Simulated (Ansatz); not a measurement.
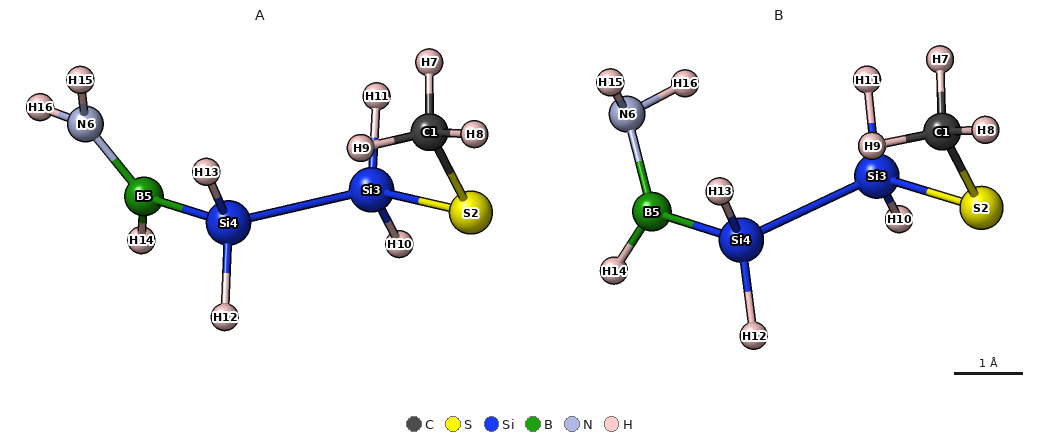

Two geometries of CH$_{10}$BNSSi$_{2}$, drawn at one scale. One is the start of a relaxation, the other its converged end. The picture is a ball-and-stick view, seen from a free direction.

Computed with RKS PBE0-D4/STO-3G in Ansatz. Settings: no spin polarisation; force threshold 0.015 eV/Å; at most 40 steps.

Question: Which geometry has the lower energy?

Answer: Structure A is the relaxed one. The run prepares an end point of a later path (inversion) calculation, from a guessed geometry. The energy falls by 232.2 kJ/mol in 20 accepted moves (21 points after the start). The largest force component goes from 2.7 to 0.01 eV/Å. The line search rejected the trial step at point 9 of the run. The largest move after the best rigid fit is that of H16, 1.90 Å. By element the largest moves are H 1.90 Å, N 0.43 Å, B 0.35 Å, Si 0.29 Å, S 0.19 Å, C 0.14 Å. Some distances before and after: B5–N6 1.539 → 1.379 Å, Si3–Si4 2.326 → 2.252 Å, Si3–H10 1.510 → 1.445 Å, C1–H7 1.155 → 1.100 Å. Among the angles between lasting bonds that change: B5–N6–H15 105.5° → 124.7°, B5–N6–H16 107.6° → 124.0°, H12–Si4–H13 114.7° → 106.4°. Groups turn about Si4–B5 by about 45°. The run took 96 s on 1 thread of Arm Neoverse V2, with other jobs on the host, peak memory 0.19 GiB.

Limits of the set-up: STO-3G is a minimal basis, so the numbers are rough.
